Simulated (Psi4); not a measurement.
# Energy and gradient calculation, with input and output: C₂H₄FGa

The run: energy and gradient calculation of C₂H₄FGa, multiplicity 3. Method and program: SVWN5/cc-pVDZ, UKS (Psi4 1.11).

The geometry is that of the parent species in another charge or spin state. The geometry comes from this level: PBE0-D4/def2-TZVP.

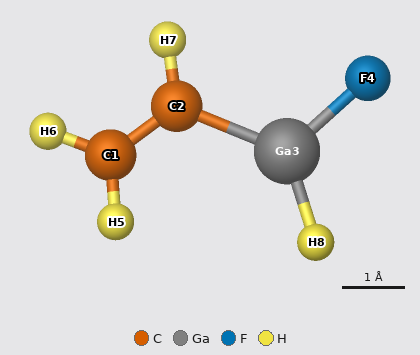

The structure (ball-and-stick view, seen on its broad side; atoms are numbered from 1 in the order of the input). Sticks mark near contacts. Bond lengths as drawn: C–C 1.33 Å, C–Ga 1.94 Å, C–H 1.09 Å, F–Ga 1.76 Å and Ga–H 1.56 Å.

Input (run.py)
```python
import psi4

psi4.set_memory('1600 MB')
psi4.set_num_threads(1)
psi4.core.set_output_file('output.dat', False)

molecule = psi4.geometry("""
0 3
C     -0.837100     1.175400     0.060900
C      0.342600     0.569500    -0.065000
Ga     0.481700    -1.360200    -0.007600
F      2.110500    -2.006100    -0.199600
H     -1.762100     0.620500     0.200100
H     -0.941100     2.257800     0.031600
H      1.232300     1.179600    -0.202300
H     -0.626900    -2.436700     0.182000
units angstrom
symmetry c1
no_reorient
no_com
""")

options = {'basis': 'cc-pVDZ', 'reference': 'uks', 'puream': True, 'e_convergence': 1e-09, 'd_convergence': 1e-08, 'scf_type': 'pk', 'dft_radial_points': 99, 'dft_spherical_points': 590, 'maxiter': 100}
psi4.set_options(options)

result = psi4.gradient("scf", dft_functional={"name": "SVWN5", "x_functionals": {"LDA_X": {}}, "c_functionals": {"LDA_C_VWN": {}}})
print('gradient / Eh bohr^-1')
print(result.np.round(6))
for k, v in sorted(psi4.core.scalar_variables().items()):
    print(f'{k:45s} {v:18.10f}')
```

Machine: 1 thread of Intel Xeon (Granite Rapids), 32 GiB of memory available, shared host.

Command:
```bash
python run.py
```

Output
```
gradient() will perform analytic gradient computation.

   => Loading Basis Set <=

    Name: CC-PVDZ
    Role: ORBITAL
    Keyword: BASIS

         ---------------------------------------------------------
                                   SCF
                              UKS Reference
                        1 Threads,   1525 MiB Core
         ---------------------------------------------------------

  ==> Geometry <==

    Molecular point group: c1
    Full point group: C1

    Geometry (in Angstrom), charge = 0, multiplicity = 3:

       Center              X                  Y                   Z               Mass
    ------------   -----------------  -----------------  -----------------  -----------------
         C           -0.837100000000     1.175400000000     0.060900000000    12.000000000000
         C            0.342600000000     0.569500000000    -0.065000000000    12.000000000000
         GA           0.481700000000    -1.360200000000    -0.007600000000    68.925573500000
         F            2.110500000000    -2.006100000000    -0.199600000000    18.998403162730
         H           -1.762100000000     0.620500000000     0.200100000000     1.007825032230
         H           -0.941100000000     2.257800000000     0.031600000000     1.007825032230
         H            1.232300000000     1.179600000000    -0.202300000000     1.007825032230
         H           -0.626900000000    -2.436700000000     0.182000000000     1.007825032230

  Running in c1 symmetry.

  Rotational constants: A =      0.57791  B =      0.05178  C =      0.04752 [cm^-1]
  Rotational constants: A =  17325.31513  B =   1552.39917  C =   1424.74198 [MHz]
  Nuclear repulsion =  246.754450600941254

  Charge       = 0
  Multiplicity = 3
  Electrons    = 56
  Nalpha       = 29
  Nbeta        = 27

  ==> Algorithm <==

  SCF Algorithm Type is PK.
  DIIS enabled.
  MOM disabled.
  Fractional occupation disabled.
  Guess Type is SAD.
  Energy threshold   = 1.00e-09
  Density threshold  = 1.00e-08
  Integral threshold = 1.00e-12

  ==> Primary Basis <==

  Basis Set: CC-PVDZ
    Blend: CC-PVDZ
    Number of shells: 41
    Number of basis functions: 89
    Number of Cartesian functions: 94
    Spherical Harmonics?: true
    Max angular momentum: 2

  ==> DFT Potential <==

   => LibXC <=

    Version 7.1.2

   => Composite Functional: SVWN5 <=

    Slater exchange
    Vosko, Wilk & Nusair (VWN5)

    Deriv               =              1
    GGA                 =          FALSE
    Meta                =          FALSE

    Exchange Hybrid     =          FALSE
    MP2 Hybrid          =          FALSE

   => Exchange Functionals <=

    1.0000         XC_LDA_X

   => Correlation Functionals <=

    1.0000     XC_LDA_C_VWN

   => LibXC Density Thresholds  <==

    XC_LDA_C_VWN:  1.00E-15
    XC_LDA_X:  1.00E-15

   => Molecular Quadrature <=

    Radial Scheme          =       TREUTLER
    Pruning Scheme         =           NONE
    Nuclear Scheme         =       TREUTLER

    Blocking Scheme        =         OCTREE
    BS radius alpha        =              1
    Pruning alpha          =              1
    Radial Points          =             99
    Spherical Points       =            590
    Total Points           =         445101
    Total Blocks           =           3193
    Max Points             =            256
    Max Functions          =             89
    Weights Tolerance      =       1.00E-15

  ==> Integral Setup <==

  Using in-core PK algorithm.
   Calculation information:
      Number of atoms:                   8
      Number of AO shells:              41
      Number of primitives:            176
      Number of atomic orbitals:        94
      Number of basis functions:        89

      Integral cutoff                 1.00e-12
      Number of threads:                 1

  Performing in-core PK
  Using 16044030 doubles for integral storage.
  We computed 342292 shell quartets total.
  Whereas there are 371091 unique shell quartets.

  ==> DiskJK: Disk-Based J/K Matrices <==

    J tasked:                  Yes
    K tasked:                   No
    wK tasked:                  No
    Memory [MiB]:              903
    Schwarz Cutoff:          1E-12

  Cached 100.0% of DFT collocation blocks in 0.235 [GiB].

  Minimum eigenvalue in the overlap matrix is 3.3843520809E-03.
  Reciprocal condition number of the overlap matrix is 6.7858475708E-04.
    Using symmetric orthogonalization.

  ==> Pre-Iterations <==

  SCF Guess: Superposition of Atomic Densities via on-the-fly atomic UHF (no occupation information).

   -------------------------
    Irrep   Nso     Nmo
   -------------------------
     A         89      89
   -------------------------
    Total      89      89
   -------------------------

  ==> Iterations <==

                        Total Energy        Delta E     RMS |[F,P]|

   @UKS iter SAD: -2095.08454428360756   -2.09508e+03   0.00000e+00
   @UKS iter   1: -2097.36731523288609   -2.28277e+00   1.66012e-02 DIIS/ADIIS
   @UKS iter   2: -2092.91428208967000    4.45303e+00   4.18934e-02 DIIS/ADIIS
   @UKS iter   3: -2098.49425847433895   -5.57998e+00   7.80960e-03 DIIS/ADIIS
   @UKS iter   4: -2098.42042671122317    7.38318e-02   7.31858e-03 DIIS/ADIIS
   @UKS iter   5: -2098.54722251449130   -1.26796e-01   5.95787e-03 DIIS/ADIIS
   @UKS iter   6: -2098.65779041100313   -1.10568e-01   3.04101e-03 DIIS/ADIIS
   @UKS iter   7: -2098.71022689762913   -5.24365e-02   1.54054e-03 DIIS/ADIIS
   @UKS iter   8: -2098.70737828973233    2.84861e-03   1.59506e-03 DIIS/ADIIS
   @UKS iter   9: -2098.70560664388313    1.77165e-03   1.92594e-03 DIIS/ADIIS
[... 34 lines of further cycles ...]
   @UKS iter  44: -2098.72905339783938   -2.20075e-04   5.39684e-05 DIIS
   @UKS iter  45: -2098.72906664047423   -1.32426e-05   3.29995e-05 DIIS
   @UKS iter  46: -2098.72903734007195    2.93004e-05   7.07928e-05 DIIS
   @UKS iter  47: -2098.72907339779067   -3.60577e-05   1.29268e-05 DIIS
   @UKS iter  48: -2098.72907435175921   -9.53969e-07   6.12753e-06 DIIS
   @UKS iter  49: -2098.72907462665671   -2.74898e-07   8.89442e-07 DIIS
   @UKS iter  50: -2098.72907463198544   -5.32873e-09   3.20010e-07 DIIS
   @UKS iter  51: -2098.72907463267711   -6.91671e-10   9.99941e-08 DIIS
   @UKS iter  52: -2098.72907463274669   -6.95763e-11   3.09813e-08 DIIS
   @UKS iter  53: -2098.72907463275305   -6.36646e-12   5.59093e-09 DIIS
  Energy and wave function converged.

  ==> Post-Iterations <==

   Electrons on quadrature grid:
      Nalpha   =   29.0000004025 ; deviation = 4.025e-07
      Nbeta    =   27.0000001746 ; deviation = 1.746e-07
      Ntotal   =   56.0000005770 ; deviation = 5.770e-07

   @Spin Contamination Metric:   1.730777829E-03
   @S^2 Expected:                2.000000000E+00
   @S^2 Observed:                2.001730778E+00
   @S   Expected:                1.000000000E+00
   @S   Observed:                1.000000000E+00

    Orbital Energies [Eh]
    ---------------------

    Alpha Occupied:

       1A   -370.260248     2A    -45.300324     3A    -40.200822
       4A    -40.198622     5A    -40.198322     6A    -24.061253
       7A     -9.837427     8A     -9.806962     9A     -5.271019
      10A     -3.616231    11A     -3.612576    12A     -3.611803
      13A     -1.020886    14A     -0.771903    15A     -0.765057
      16A     -0.761441    17A     -0.760963    18A     -0.756920
      19A     -0.725408    20A     -0.542617    21A     -0.459828
      22A     -0.423404    23A     -0.385215    24A     -0.341102
      25A     -0.328822    26A     -0.323848    27A     -0.305177
      28A     -0.282949    29A     -0.113149

    Alpha Virtual:

      30A     -0.045048    31A     -0.031650    32A      0.000123
      33A      0.047850    34A      0.074175    35A      0.103830
      36A      0.131696    37A      0.150901    38A      0.192838
      39A      0.213586    40A      0.247868    41A      0.264787
      42A      0.294122    43A      0.325922    44A      0.338759
      45A      0.393893    46A      0.436232    47A      0.438769
      48A      0.484834    49A      0.507508    50A      0.525047
      51A      0.559145    52A      0.608441    53A      0.626093
      54A      0.657041    55A      0.751554    56A      0.866550
      57A      0.868212    58A      0.928277    59A      0.943865
      60A      1.068059    61A      1.115995    62A      1.203528
      63A      1.233186    64A      1.266807    65A      1.282170
      66A      1.354687    67A      1.379660    68A      1.413230
      69A      1.492536    70A      1.494823    71A      1.529435
      72A      1.597609    73A      1.601950    74A      1.726731
      75A      1.785528    76A      1.806537    77A      1.895112
      78A      1.906154    79A      2.044882    80A      2.177790
      81A      2.213146    82A      2.308328    83A      2.523875
      84A      2.693699    85A      3.501593    86A      3.506921
      87A      3.518916    88A      3.560127    89A      3.610061

    Beta Occupied:

       1A   -370.259751     2A    -45.299792     3A    -40.200016
       4A    -40.198029     5A    -40.197843     6A    -24.056924
       7A     -9.829094     8A     -9.797123     9A     -5.269958
      10A     -3.614676    11A     -3.611706    12A     -3.610672
      13A     -1.013258    14A     -0.766624    15A     -0.762667
      16A     -0.759085    17A     -0.758318    18A     -0.754941
      19A     -0.703088    20A     -0.521611    21A     -0.443349
      22A     -0.409785    23A     -0.371794    24A     -0.329756
      25A     -0.317209    26A     -0.313973    27A     -0.265101

    Beta Virtual:

      28A     -0.264462    29A     -0.079137    30A     -0.015253
      31A     -0.012690    32A      0.009910    33A      0.055308
      34A      0.083035    35A      0.113632    36A      0.139444
      37A      0.162654    38A      0.208052    39A      0.227153
      40A      0.255805    41A      0.276459    42A      0.314829
      43A      0.347146    44A      0.348776    45A      0.403745
      46A      0.455102    47A      0.467132    48A      0.505385
      49A      0.537504    50A      0.537953    51A      0.572628
      52A      0.624164    53A      0.641165    54A      0.673361
      55A      0.771987    56A      0.882905    57A      0.892089
      58A      0.954254    59A      0.962223    60A      1.087597
      61A      1.144257    62A      1.210339    63A      1.238945
      64A      1.277486    65A      1.302135    66A      1.374244
      67A      1.396035    68A      1.422026    69A      1.507230
      70A      1.514421    71A      1.544613    72A      1.615175
      73A      1.619190    74A      1.743567    75A      1.815596
      76A      1.829121    77A      1.921233    78A      1.924743
      79A      2.057392    80A      2.186050    81A      2.225188
      82A      2.321108    83A      2.538300    84A      2.710531
      85A      3.512450    86A      3.517200    87A      3.524718
      88A      3.568620    89A      3.616660

    Final Occupation by Irrep:
              A
    DOCC [    27 ]
    SOCC [     2 ]
    NA   [    29 ]
    NB   [    27 ]

  @UKS Final Energy: -2098.72907463275305

   => Energetics <=

    Nuclear Repulsion Energy =            246.7544506009412544
    One-Electron Energy =               -3418.2804671233752742
    Two-Electron Energy =                1166.1036122598331986
    DFT Exchange-Correlation Energy =     -93.3066703701524318
    Empirical Dispersion Energy =           0.0000000000000000
    VV10 Nonlocal Energy =                  0.0000000000000000
    Total Energy =                      -2098.7290746327530542

  UHF NO Occupations:
  HONO-2 :   27  A 1.9997476
  HONO-1 :   28  A 1.0000000
  HONO-0 :   29  A 1.0000000
  LUNO+0 :   30  A 0.0002524
  LUNO+1 :   31  A 0.0001982
  LUNO+2 :   32  A 0.0001405
  LUNO+3 :   33  A 0.0000977

Computation Completed

Properties will be evaluated at   0.000000,   0.000000,   0.000000 [a0]

Properties computed using the SCF density matrix

 Multipole Moments:

 ------------------------------------------------------------------------------------
     Multipole            Electronic (a.u.)      Nuclear  (a.u.)        Total (a.u.)
 ------------------------------------------------------------------------------------

 L = 1.  Multiply by 2.5417464519 to convert [e a0] to [Debye]
 Dipole X            :        -55.3412808           54.5420313           -0.7992495
 Dipole Y            :         91.7282606          -90.9534633            0.7747973
 Dipole Z            :          3.6052221           -3.4869226            0.1182995
 Magnitude           :                                                    1.1194219

 ------------------------------------------------------------------------------------

	total time  =         47 seconds =       0.78 minutes

         ------------------------------------------------------------
                                   SCF GRAD
         ------------------------------------------------------------

  ==> Geometry <==

    Molecular point group: c1
    Full point group: C1

    Geometry (in Angstrom), charge = 0, multiplicity = 3:

       Center              X                  Y                   Z               Mass
    ------------   -----------------  -----------------  -----------------  -----------------
         C           -0.837100000000     1.175400000000     0.060900000000    12.000000000000
         C            0.342600000000     0.569500000000    -0.065000000000    12.000000000000
         GA           0.481700000000    -1.360200000000    -0.007600000000    68.925573500000
         F            2.110500000000    -2.006100000000    -0.199600000000    18.998403162730
         H           -1.762100000000     0.620500000000     0.200100000000     1.007825032230
         H           -0.941100000000     2.257800000000     0.031600000000     1.007825032230
         H            1.232300000000     1.179600000000    -0.202300000000     1.007825032230
         H           -0.626900000000    -2.436700000000     0.182000000000     1.007825032230

  Nuclear repulsion =  246.754450600941254

  ==> Basis Set <==

  Basis Set: CC-PVDZ
    Blend: CC-PVDZ
    Number of shells: 41
    Number of basis functions: 89
    Number of Cartesian functions: 94
    Spherical Harmonics?: true
    Max angular momentum: 2

  ==> DirectJKGrad: Integral-Direct SCF Gradients <==

    Gradient:                    1
    J tasked:                  Yes
    K tasked:                   No
    wK tasked:                  No
    Integrals threads:           1
    Schwarz Cutoff:          1E-12

  ==> DFT Potential <==

   => LibXC <=

    Version 7.1.2

   => Composite Functional: SVWN5 <=

    Slater exchange
    Vosko, Wilk & Nusair (VWN5)

    Deriv               =              1
    GGA                 =          FALSE
    Meta                =          FALSE

    Exchange Hybrid     =          FALSE
    MP2 Hybrid          =          FALSE

   => Exchange Functionals <=

    1.0000         XC_LDA_X

   => Correlation Functionals <=

    1.0000     XC_LDA_C_VWN

   => LibXC Density Thresholds  <==

    XC_LDA_C_VWN:  1.00E-15
    XC_LDA_X:  1.00E-15

   => Molecular Quadrature <=

    Radial Scheme          =       TREUTLER
    Pruning Scheme         =           NONE
    Nuclear Scheme         =       TREUTLER

    Blocking Scheme        =         OCTREE
    BS radius alpha        =              1
    Pruning alpha          =              1
    Radial Points          =             99
    Spherical Points       =            590
    Total Points           =         445101
    Total Blocks           =           3193
    Max Points             =            256
    Max Functions          =             89
    Weights Tolerance      =       1.00E-15

  -Total Gradient:
     Atom            X                  Y                   Z
    ------   -----------------  -----------------  -----------------
       1        0.068097094482    -0.030618097717    -0.012859620905
       2       -0.051638720697     0.044149015666     0.014986421017
       3       -0.005362075396    -0.005956184345     0.013839622509
       4       -0.006636488119     0.001865433212    -0.000543477825
       5        0.011001902301     0.003207192680    -0.013384431586
       6        0.002523345086    -0.013073665925     0.015304875071
       7       -0.021124943576     0.001434048508    -0.013700670701
       8        0.003114436500    -0.001130486788    -0.003637104399

	total time  =         25 seconds =       0.42 minutes
```

Standard output
```
gradient / Eh bohr^-1
[[ 0.068097 -0.030618 -0.01286 ]
 [-0.051639  0.044149  0.014986]
 [-0.005362 -0.005956  0.01384 ]
 [-0.006636  0.001865 -0.000543]
 [ 0.011002  0.003207 -0.013384]
 [ 0.002523 -0.013074  0.015305]
 [-0.021125  0.001434 -0.013701]
 [ 0.003114 -0.00113  -0.003637]]
CURRENT ENERGY                                  -2098.7290746328
CURRENT REFERENCE ENERGY                        -2098.7290746328
DD SOLVATION ENERGY                                 0.0000000000
DFT FUNCTIONAL TOTAL ENERGY                     -2098.7290746328
DFT TOTAL ENERGY                                -2098.7290746328
DFT VV10 ENERGY                                     0.0000000000
DFT XC ENERGY                                     -93.3066703702
GRID ELECTRONS ALPHA                               29.0000004025
GRID ELECTRONS BETA                                27.0000001746
GRID ELECTRONS TOTAL                               56.0000005770
NUCLEAR REPULSION ENERGY                          246.7544506009
ONE-ELECTRON ENERGY                             -3418.2804671234
PCM POLARIZATION ENERGY                             0.0000000000
PE ENERGY                                           0.0000000000
SCF ITERATION ENERGY                            -2098.7290746328
SCF ITERATIONS                                     53.0000000000
SCF TOTAL ENERGY                                -2098.7290746328
TWO-ELECTRON ENERGY                              1166.1036122598
XC GRID RADIAL POINTS                              99.0000000000
XC GRID SPHERICAL POINTS                          590.0000000000
XC GRID TOTAL POINTS                           445101.0000000000
```

Results in brief

- outcome: converged
- total energy: −2098.729075 hartree
- basis functions: 89
- largest force: 3.896 eV/Å
- ⟨S²⟩: 2.002
- dipole moment: 2.85 D
- wall time: 74 s
- peak memory: 0.8 GiB
